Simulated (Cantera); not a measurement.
A closed system holds: 1 mol AlN, a varied amount of H₂O, 2.8 mol N₂, at 1048.15 K and 0.00350 bar.

Equilibrium computed with Cantera from the NASA thermochemical tables; the gas is ideal and each condensed phase is pure. Candidate condensed phases: Al, AlN, Al₂O₃, H₂O; 35 gas species. Mutual solubility and eutectic melting of coexisting phases are not modelled. The numbers say what is thermodynamically allowed, not how fast it happens.

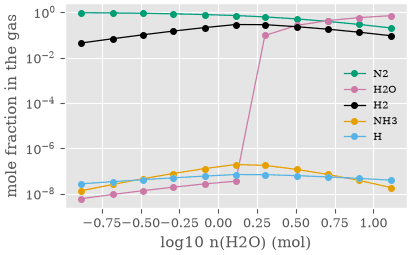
Figure. Equilibrium gas composition (values under 1e-9 drawn at 1e-9)

From 0.13 mol H₂O to 1.3 mol H₂O the condensed part is AlN(s) + Al₂O₃(s). From 2 mol H₂O to 13 mol H₂O the condensed part is Al₂O₃(s).
